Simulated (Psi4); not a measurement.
# Si2H5 (SMILES [SiH2][SiH3]) at UDSD-PBEP86/def2-SVPD (density fitting for correlation)

What is the energy change on altering one bond length of Si2H5 at UDSD-PBEP86/def2-SVPD (density fitting for correlation)? 

The calculation is run with Psi4 1.11.

2 further runs of the same task are left out: 2 set aside as unsound or not needed.

### 1 The molecule

Si2H5: 7 atoms, total charge 0, spin state doublet. As SMILES, `[SiH2][SiH3]`. The shape is that of a PBE0-D4/def2-TZVP optimisation.

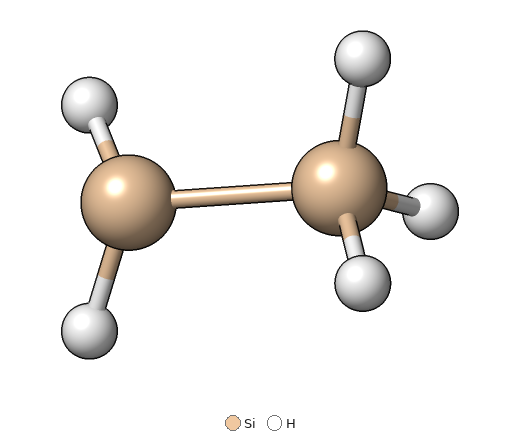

Viewed from a chosen angle; silicon light orange, hydrogen white.

### 2 The energy at UDSD-PBEP86/def2-SVPD (density fitting for correlation)

The input, input.json:

```json
{
 "schema_name": "qcschema_input",
 "schema_version": 1,
 "molecule": {
  "schema_name": "qcschema_molecule",
  "schema_version": 2,
  "symbols": ["Si", "Si", "H", "H", "H", "H", "H"],
  "geometry": [-0.3960866, -2.5722952, -0.36112666, 0.67633298, 1.68034447, -0.11716302, -0.00491329, -4.01358932, 2.02257387, -2.97367303, -3.07004906, -1.37118528, 0.39684249, 2.83988042, -2.66073438, -0.93692621, 3.105009, 1.6981079, 3.3540749, 1.90257626, 0.70335606],
  "molecular_charge": 0,
  "molecular_multiplicity": 2,
  "fix_symmetry": "c1",
  "fix_com": true,
  "fix_orientation": true
 },
 "driver": "energy",
 "model": {
  "method": "dsd-pbep86",
  "basis": "def2-SVPD"
 },
 "keywords": {
  "reference": "uks",
  "puream": true,
  "e_convergence": 1e-09,
  "d_convergence": 1e-08,
  "scf_type": "pk",
  "dft_radial_points": 99,
  "dft_spherical_points": 590,
  "num_frozen_docc": 10,
  "maxiter": 200
 }
}
```

Launch:

```sh
psi4 --qcschema input.json -n 1 --memory 1600MB
```

stdout:

```text
[...]
  Running in c1 symmetry.
[...]
  Nuclear repulsion =   82.797384058725640
[...]
  Multiplicity = 2
[...]
  Nalpha       = 17
  Nbeta        = 16
[...]
    Number of basis functions: 88
[...]
   @UKS iter   1:  -581.01437436930587   -5.75063e-01   1.53929e-03 DIIS/ADIIS
[...]
   @UKS iter  12:  -581.04031662502132   -2.84217e-12   4.02366e-09 DIIS
[...]
   @S^2 Observed:                7.563843428E-01
[...]
    Orbital Energies [Eh]
    ---------------------
    Alpha Occupied:
       1A    -67.833711     2A    -67.831637     3A     -5.843509
       4A     -5.839573     5A     -4.043014     6A     -4.034497
       7A     -4.034469     8A     -4.033445     9A     -4.033243
      10A     -4.032988    11A     -0.698986    12A     -0.618091
      13A     -0.460684    14A     -0.449850    15A     -0.432918
      16A     -0.389745    17A     -0.289649
    Alpha Virtual:
      18A      0.057808    19A      0.062029    20A      0.076958
      21A      0.092407    22A      0.099451    23A      0.101283
      24A      0.128324    25A      0.136582    26A      0.174013
[...]
  @UKS Final Energy:  -581.04031662502132
   => Energetics <=
    Nuclear Repulsion Energy =             82.7973840587256404
    One-Electron Energy =                -969.4746208415173214
    Two-Electron Energy =                 318.0182215707033606
    DFT Exchange-Correlation Energy =     -12.3813014129330394
    Empirical Dispersion Energy =           0.0000000000000000
    VV10 Nonlocal Energy =                  0.0000000000000000
    Total Energy =                       -581.0403166250212053
[...]
 Multipole Moments:
 ------------------------------------------------------------------------------------
     Multipole            Electronic (a.u.)      Nuclear  (a.u.)        Total (a.u.)
 ------------------------------------------------------------------------------------
 L = 1.  Multiply by 2.5417464519 to convert [e a0] to [Debye]
 Dipole X            :         -3.7669662            3.7588542           -0.0081120
 Dipole Y            :         11.7461785          -11.7234829            0.0226956
 Dipole Z            :          6.3174866           -6.3039373            0.0135492
 Magnitude           :                                                    0.0276491
[...]
```

The result, in JSON:

```text
{
 "driver": "energy",
 "model": {
  "method": "dsd-pbep86",
  "basis": "def2-SVPD"
 },
 "success": true,
 "return_result": -581.1514418984897,
 "properties": {
  "calcinfo_nbasis": 88,
  "calcinfo_nmo": 88,
  "calcinfo_nalpha": 17,
  "calcinfo_nbeta": 16,
  "calcinfo_natom": 7,
  "nuclear_repulsion_energy": 82.79738405872564,
  "return_energy": -581.1514418984897,
  "scf_one_electron_energy": -969.4746208415173,
  "scf_two_electron_energy": 318.01822157070336,
  "scf_xc_energy": -12.38130141293304,
  "scf_dipole_moment": [-0.008111976124388853, 0.022695565511735794, 0.01354923734330793],
  "scf_total_energy": -581.0403166250213,
  "scf_iterations": 12
 }
}
```

Run time: 25 s. Hardware: 1 thread of Intel Xeon Platinum 8375C at 2.90GHz (Ice Lake), shared host; peak memory 0.78 GiB.

### 3 The distorted shape

The input, job.py:

```python
import psi4

psi4.set_memory('1600 MB')
psi4.set_num_threads(1)
psi4.set_output_file('h5si2.out', False)

geom = psi4.geometry("""
0 2
Si    -0.634702    -1.396480    -0.321361
Si    -0.067202     0.853920    -0.192261
H     -0.427702    -2.159180     0.940039
H     -1.998702    -1.659880    -0.855861
H     -0.215102     1.467520    -1.538261
H     -0.920902     1.607820     0.768339
H      1.774900     1.006800     0.372200
symmetry c1
""")

options = {'basis': 'def2-SVPD', 'reference': 'uks', 'puream': True, 'e_convergence': 1e-09, 'd_convergence': 1e-08, 'scf_type': 'pk', 'dft_radial_points': 99, 'dft_spherical_points': 590, 'num_frozen_docc': 10, 'maxiter': 200}
psi4.set_options(options)

e_tot, wfn = psi4.energy("dsd-pbep86", return_wfn=True)
print(f'dsd-pbep86 energy: {e_tot:.10f} Eh')
for k, v in sorted(psi4.core.scalar_variables().items()):
    print(f'{k:45s} {v:18.10f}')
```

Launch:

```sh
python job.py
```

h5si2.out:

```text
[...]
  Running in c1 symmetry.
[...]
  Nuclear repulsion =   81.344598603139460
[...]
  Multiplicity = 2
[...]
  Nalpha       = 17
  Nbeta        = 16
[...]
    Number of basis functions: 88
[...]
   @UKS iter   1:  -580.97388228734337   -6.60063e-01   1.52619e-03 DIIS/ADIIS
[...]
   @UKS iter  14:  -581.00152510358669   -3.06954e-12   3.41749e-09 DIIS
[...]
   @S^2 Observed:                7.565202065E-01
[...]
    Orbital Energies [Eh]
    ---------------------
    Alpha Occupied:
       1A    -67.860381     2A    -67.839746     3A     -5.862816
       4A     -5.849363     5A     -4.056894     6A     -4.056518
       7A     -4.056201     8A     -4.048868     9A     -4.040297
      10A     -4.040258    11A     -0.697079    12A     -0.613122
      13A     -0.462000    14A     -0.449949    15A     -0.409216
      16A     -0.375391    17A     -0.294100
    Alpha Virtual:
      18A      0.034571    19A      0.059530    20A      0.068098
      21A      0.085678    22A      0.096783    23A      0.098708
      24A      0.120118    25A      0.137034    26A      0.171843
[...]
  @UKS Final Energy:  -581.00152510358669
   => Energetics <=
    Nuclear Repulsion Energy =             81.3445986031394597
    One-Electron Energy =                -966.2887836902061736
    Two-Electron Energy =                 316.2990601011130707
    DFT Exchange-Correlation Energy =     -12.3564001176331129
    Empirical Dispersion Energy =           0.0000000000000000
    VV10 Nonlocal Energy =                  0.0000000000000000
    Total Energy =                       -581.0015251035866868
[...]
 Multipole Moments:
 ------------------------------------------------------------------------------------
     Multipole            Electronic (a.u.)      Nuclear  (a.u.)        Total (a.u.)
 ------------------------------------------------------------------------------------
 L = 1.  Multiply by 2.5417464519 to convert [e a0] to [Debye]
 Dipole X            :         -0.2540516           -0.0281403           -0.2821919
 Dipole Y            :         -1.4416841            1.3916144           -0.0500697
 Dipole Z            :         -0.9030398            0.8339572           -0.0690825
 Magnitude           :                                                    0.2948078
[...]
```

Standard output:

```text
dsd-pbep86 energy: -581.1142247061 Eh
CURRENT ENERGY                                   -581.1142247061
CURRENT REFERENCE ENERGY                         -581.0015251036
DD SOLVATION ENERGY                                 0.0000000000
DFT FUNCTIONAL TOTAL ENERGY                      -581.0015251036
DFT TOTAL ENERGY                                 -581.1142247061
DFT VV10 ENERGY                                     0.0000000000
DFT XC ENERGY                                     -12.3564001176
DOUBLE-HYBRID CORRECTION ENERGY                    -0.1126996025
DSD-PBEP86 DOUBLE-HYBRID CORRECTION ENERGY         -0.1126996025
DSD-PBEP86 TOTAL ENERGY                          -581.1142247061
GRID ELECTRONS ALPHA                               16.9999999952
GRID ELECTRONS BETA                                15.9999999516
GRID ELECTRONS TOTAL                               32.9999999469
NUCLEAR REPULSION ENERGY                           81.3445986031
ONE-ELECTRON ENERGY                              -966.2887836902
PCM POLARIZATION ENERGY                             0.0000000000
PE ENERGY                                           0.0000000000
SCF ITERATION ENERGY                             -581.0015251036
SCF ITERATIONS                                     14.0000000000
SCF TOTAL ENERGY                                 -581.0015251036
TWO-ELECTRON ENERGY                               316.2990601011
XC GRID RADIAL POINTS                              99.0000000000
XC GRID SPHERICAL POINTS                          590.0000000000
XC GRID TOTAL POINTS                           392420.0000000000
```

It took 31 s on 1 thread of Intel Xeon Platinum 8375C at 2.90GHz (Ice Lake), shared host; peak memory 0.79 GiB.

### 4 Results

At UDSD-PBEP86/def2-SVPD (density fitting for correlation), 10 core orbitals frozen:

```
                                                                 quantity          value
                                                first shape: total energy  -581.15144 Eh
    first shape: HOMO energy (SCF part's orbitals) (highest over α and β)       -7.88 eV
     first shape: LUMO energy (SCF part's orbitals) (lowest over α and β)       -0.53 eV
                                                        first shape: ⟨S²⟩          0.756
                                            distorted shape: total energy  -581.11422 Eh
distorted shape: HOMO energy (SCF part's orbitals) (highest over α and β)       -8.00 eV
 distorted shape: LUMO energy (SCF part's orbitals) (lowest over α and β)       -0.63 eV
                                                    distorted shape: ⟨S²⟩          0.757
       energy change with the Si2–H7 bond stretched from 1.487 to 1.933 Å       1.013 eV
```

With the Si2–H7 bond stretched from 1.487 to 1.933 Å the energy rises by 1.01 eV (98 kJ/mol). The first shape isn't relaxed at this level, so the change isn't measured from a minimum.
